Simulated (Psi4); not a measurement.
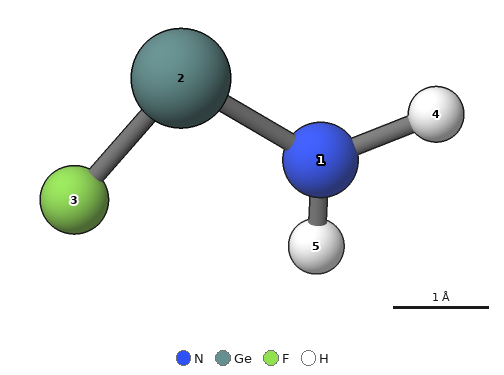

Fig. 1: The structure (ball-and-stick view, seen at a tilt; atoms are numbered from 1 in the order of the input). Sticks mark near contacts.

## GeNH2F: single-point calculation

- system: GeNH2F
- method: DSD-PBEP86/cc-pVDZ, RKS (Psi4 1.11)

A bond length was changed on purpose from its optimised value.

## Input file (calc.py)
```python
import psi4

psi4.set_memory('1600 MB')
psi4.set_num_threads(1)
psi4.set_output_file('psi4.out', False)

m = psi4.geometry("""
N     -0.44789722     0.31393642    -0.42882988
Ge     1.27515506    -0.91967679     2.25817170
F      3.47517422    -2.61797366     0.40302756
H     -2.41903841     1.80015311    -0.24679823
H      0.03058144    -0.08725243    -2.23162860
units au
symmetry c1
no_reorient
no_com
""")

psi4.set_options({
    'basis': 'cc-pVDZ',
    'puream': True,
    'e_convergence': 1e-09,
    'd_convergence': 1e-08,
    'scf_type': 'pk',
    'dft_radial_points': 99,
    'dft_spherical_points': 590,
    'num_frozen_docc': 11,
})

e = psi4.energy('dsd-pbep86')
print('E =', round(e, 9))
```

Run as:
```bash
python calc.py
```

## What the program printed
```
Psi4 1.11 release

   => Loading Basis Set <=

    Name: CC-PVDZ
    Role: ORBITAL
    Keyword: BASIS

         ---------------------------------------------------------
                                   SCF
                              RKS Reference
                        1 Threads,   1525 MiB Core
         ---------------------------------------------------------

  ==> Geometry <==

    Molecular point group: c1
    Full point group: C1

    Geometry (in Bohr), charge = 0, multiplicity = 1:

       Center              X                  Y                   Z               Mass
    ------------   -----------------  -----------------  -----------------  -----------------
         N           -0.447897220000     0.313936420000    -0.428829880000    14.003074004430
         GE           1.275155060000    -0.919676790000     2.258171700000    73.921177761000
         F            3.475174220000    -2.617973660000     0.403027560000    18.998403162730
         H           -2.419038410000     1.800153110000    -0.246798230000     1.007825032230
         H            0.030581440000    -0.087252430000    -2.231628600000     1.007825032230

  Running in c1 symmetry.

  Rotational constants: A =      0.37486  B =      0.07690  C =      0.06381 [cm^-1]
  Rotational constants: A =  11238.13385  B =   2305.38864  C =   1912.97538 [MHz]
  Nuclear repulsion =  186.988865503452928

  Charge       = 0
  Multiplicity = 1
  Electrons    = 50
  Nalpha       = 25
  Nbeta        = 25

  ==> Algorithm <==

  SCF Algorithm Type is PK.
  DIIS enabled.
  MOM disabled.
  Fractional occupation disabled.
  Guess Type is SAD.
  Energy threshold   = 1.00e-09
  Density threshold  = 1.00e-08
  Integral threshold = 1.00e-12

  ==> Primary Basis <==

  Basis Set: CC-PVDZ
    Blend: CC-PVDZ
    Number of shells: 29
    Number of basis functions: 65
    Number of Cartesian functions: 69
    Spherical Harmonics?: true
    Max angular momentum: 2

  ==> DFT Potential <==

   => LibXC <=

    Version 7.1.2

   => Composite Functional: DSD-PBEP86 <=

    DSD-PBEP86 SCS Double Hybrid XC Functional (not dispersion corrected)

    Deriv               =              1
    GGA                 =           TRUE
    Meta                =          FALSE

    Exchange Hybrid     =           TRUE
    MP2 Hybrid          =           TRUE

   => Exchange Functionals <=

    0.2800     XC_GGA_X_PBE

   => Exact (HF) Exchange <=

    0.7200               HF

   => Correlation Functionals <=

    0.4400     XC_GGA_C_P86

   => MP2 Correlation <=

    MP2 SCS Hybrid      =           TRUE
    MP2 OS Alpha        =       0.510000
    MP2 SS Alpha        =       0.360000

   => LibXC Density Thresholds  <==

    XC_GGA_C_P86:  1.00E-15
    XC_GGA_X_PBE:  1.00E-15

   => Molecular Quadrature <=

    Radial Scheme          =       TREUTLER
    Pruning Scheme         =           NONE
    Nuclear Scheme         =       TREUTLER

    Blocking Scheme        =         OCTREE
    BS radius alpha        =              1
    Pruning alpha          =              1
    Radial Points          =             99
    Spherical Points       =            590
    Total Points           =         278756
    Total Blocks           =           2063
    Max Points             =            256
    Max Functions          =             65
    Weights Tolerance      =       1.00E-15

  ==> Integral Setup <==

  Using in-core PK algorithm.
   Calculation information:
      Number of atoms:                   5
      Number of AO shells:              29
      Number of primitives:            144
      Number of atomic orbitals:        69
      Number of basis functions:        65

      Integral cutoff                 1.00e-12
      Number of threads:                 1

  Performing in-core PK
  Using 4603170 doubles for integral storage.
  We computed 93274 shell quartets total.
  Whereas there are 94830 unique shell quartets.

  ==> DiskJK: Disk-Based J/K Matrices <==

    J tasked:                  Yes
    K tasked:                  Yes
    wK tasked:                  No
    Memory [MiB]:              678
    Schwarz Cutoff:          1E-12

  Cached 100.0% of DFT collocation blocks in 0.455 [GiB].

  Minimum eigenvalue in the overlap matrix is 2.3868493224E-02.
  Reciprocal condition number of the overlap matrix is 5.9190247937E-03.
    Using symmetric orthogonalization.

  ==> Pre-Iterations <==

  SCF Guess: Superposition of Atomic Densities via on-the-fly atomic UHF (no occupation information).

   -------------------------
    Irrep   Nso     Nmo
   -------------------------
     A         65      65
   -------------------------
    Total      65      65
   -------------------------

  ==> Iterations <==

                        Total Energy        Delta E     RMS |[F,P]|

   @RKS iter SAD: -2226.60012398750951   -2.22660e+03   0.00000e+00
   @RKS iter   1: -2230.90655148119322   -4.30643e+00   1.52061e-02 DIIS/ADIIS
   @RKS iter   2: -2231.33229909876445   -4.25748e-01   5.93393e-03 DIIS/ADIIS
   @RKS iter   3: -2231.38623453683795   -5.39354e-02   7.74570e-04 DIIS/ADIIS
   @RKS iter   4: -2231.38719157045534   -9.57034e-04   4.84023e-04 DIIS/ADIIS
   @RKS iter   5: -2231.38767063882597   -4.79068e-04   6.56776e-05 DIIS
   @RKS iter   6: -2231.38769227431885   -2.16355e-05   2.90828e-05 DIIS
   @RKS iter   7: -2231.38769524624149   -2.97192e-06   1.34505e-05 DIIS
   @RKS iter   8: -2231.38769605199013   -8.05749e-07   2.86277e-06 DIIS
   @RKS iter   9: -2231.38769609786959   -4.58795e-08   4.23502e-07 DIIS
   @RKS iter  10: -2231.38769609929386   -1.42427e-09   9.45647e-08 DIIS
   @RKS iter  11: -2231.38769609935116   -5.72982e-11   1.63950e-08 DIIS
   @RKS iter  12: -2231.38769609934934    1.81899e-12   3.35787e-09 DIIS
  Energy and wave function converged.

  ==> Post-Iterations <==

   Electrons on quadrature grid:
      Ntotal   =   50.0000006363 ; deviation = 6.363e-07

    Orbital Energies [Eh]
    ---------------------

    Doubly Occupied:

       1A   -403.034510     2A    -51.380523     3A    -45.613311
       4A    -45.612259     5A    -45.611268     6A    -25.675907
       7A    -15.151118     8A     -6.894078     9A     -4.935802
      10A     -4.933196    11A     -4.928836    12A     -1.531682
      13A     -1.522842    14A     -1.522740    15A     -1.518047
      16A     -1.514886    17A     -1.370763    18A     -1.007108
      19A     -0.643845    20A     -0.570262    21A     -0.532466
      22A     -0.518429    23A     -0.485219    24A     -0.370357
      25A     -0.343448

    Virtual:

      26A      0.019791    27A      0.082930    28A      0.099265
      29A      0.181140    30A      0.211420    31A      0.342884
      32A      0.401983    33A      0.459134    34A      0.470824
      35A      0.514770    36A      0.553634    37A      0.568195
      38A      0.621841    39A      0.663583    40A      0.801869
      41A      0.853372    42A      0.935797    43A      1.024952
      44A      1.157605    45A      1.292109    46A      1.401729
      47A      1.484648    48A      1.518305    49A      1.541342
      50A      1.605578    51A      1.609176    52A      1.723674
      53A      2.010248    54A      2.157046    55A      2.198783
      56A      2.388085    57A      2.400171    58A      2.509768
      59A      2.763425    60A      3.091108    61A      3.886056
      62A      3.889480    63A      3.909936    64A      3.930618
      65A      4.042821

    Final Occupation by Irrep:
              A
    DOCC [    25 ]
    NA   [    25 ]
    NB   [    25 ]

  @RKS Final Energy: -2231.38769609934934

   => Energetics <=

    Nuclear Repulsion Energy =            186.9888655034529279
    One-Electron Energy =               -3482.9380566022691710
    Two-Electron Energy =                1092.0960778248504539
    DFT Exchange-Correlation Energy =     -27.5345828253841347
    Empirical Dispersion Energy =           0.0000000000000000
    VV10 Nonlocal Energy =                  0.0000000000000000
    Total Energy =                      -2231.3876960993497960

Computation Completed

Properties will be evaluated at   0.000000,   0.000000,   0.000000 [a0]

Properties computed using the SCF density matrix

 Multipole Moments:

 ------------------------------------------------------------------------------------
     Multipole            Electronic (a.u.)      Nuclear  (a.u.)        Total (a.u.)
 ------------------------------------------------------------------------------------

 L = 1.  Multiply by 2.5417464519 to convert [e a0] to [Debye]
 Dipole X            :        -67.4624950           66.5577924           -0.9047026
 Dipole Y            :         49.7615210          -49.0809646            0.6805564
 Dipole Z            :        -70.4128982           70.4085065           -0.0043917
 Magnitude           :                                                    1.1321056

 ------------------------------------------------------------------------------------

	total time  =         10 seconds =       0.17 minutes

   => Loading Basis Set <=

    Name: (CC-PVDZ AUX)
    Role: RIFIT
    Keyword: DF_BASIS_MP2

	 --------------------------------------------------------
	                          DF-MP2
	      2nd-Order Density-Fitted Moller-Plesset Theory
	              RMP2 Wavefunction,   1 Threads

	 --------------------------------------------------------

   => Auxiliary Basis Set <=

  Basis Set: (CC-PVDZ AUX)
    Blend: CC-PVDZ-RI
    Number of shells: 78
    Number of basis functions: 254
    Number of Cartesian functions: 307
    Spherical Harmonics?: true
    Max angular momentum: 4

	 --------------------------------------------------------
	                 NBF =    65, NAUX =   254
	 --------------------------------------------------------
	   CLASS    FOCC     OCC    AOCC    AVIR     VIR    FVIR
	   PAIRS      11      25      14      40      40       0
	 --------------------------------------------------------

	-----------------------------------------------------------
	 ==================> DF-MP2 Energies <====================
	-----------------------------------------------------------
	 Reference Energy          =   -2231.3876960993493412 [Eh]
	 Singles Energy            =      -0.0000000000000000 [Eh]
	 Same-Spin Energy          =      -0.1369372481264997 [Eh]
	 Opposite-Spin Energy      =      -0.3874291705491080 [Eh]
	 Correlation Energy        =      -0.5243664186756076 [Eh]
	 Total Energy              =   -2231.9120625180248680 [Eh]
	-----------------------------------------------------------
	 ================> DF-SCS-MP2 Energies <==================
	-----------------------------------------------------------
	 SCS Same-Spin Scale       =       0.3600000000000000 [-]
	 SCS Opposite-Spin Scale   =       0.5100000000000000 [-]
	 SCS Same-Spin Energy      =      -0.0492974093255399 [Eh]
	 SCS Opposite-Spin Energy  =      -0.1975888769800451 [Eh]
	 SCS Correlation Energy    =      -0.5105607540344295 [Eh]
	 SCS Total Energy          =   -2231.8982568533838275 [Eh]
	-----------------------------------------------------------

    DSD-PBEP86 Energy Summary
    -------------------------
    DFT Reference Energy                  = -2231.3876960993493412
    Scaled MP2 Correlation                =    -0.2468862863055850
    @Final double-hybrid DFT total energy = -2231.6345823856549941

	total time  =          0 seconds =       0.00 minutes
```

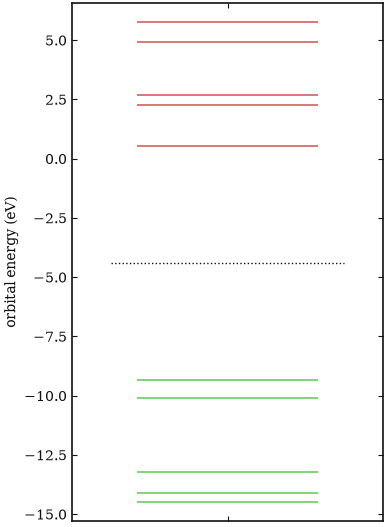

Fig. 2: Orbital energies near the frontier; the dotted line parts filled from empty levels, and levels within 0.02 eV of each other stand side by side. Highest filled −9.35 eV, lowest empty 0.54 eV, 9.89 eV apart.

## Summary

- outcome: converged
- total energy: −2231.634582 hartree
- SCF energy: −2231.387696 hartree
- basis functions: 65
- HOMO: −9.35 eV
- LUMO: 0.54 eV
- hardware: 1 thread of Intel Xeon (Granite Rapids), 192 GiB of memory available, shared host
- wall time: 12 s
- peak memory: 0.92 GiB
